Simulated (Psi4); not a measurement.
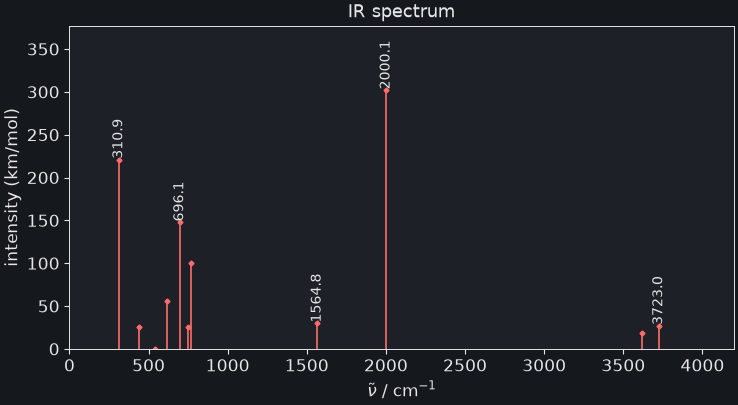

Unscaled harmonic wavenumbers and double-harmonic intensities, PBE0/def2-TZVP (dispersion D4) with Psi4, at a geometry relaxed at this level, isolated molecule. Modes within 2 cm⁻¹ of each other count as one line, with their intensities summed.

Which molecule gives this infrared spectrum?
A. SiNH₂Br, SMILES N[Si]Br
B. GaNH₄, SMILES [NH2][GaH2], singlet
C. SiNH₃S, SMILES N[Si]S

Answer. B. It has its most intense lines at 2000.1, 310.9 and 696.1 cm⁻¹.
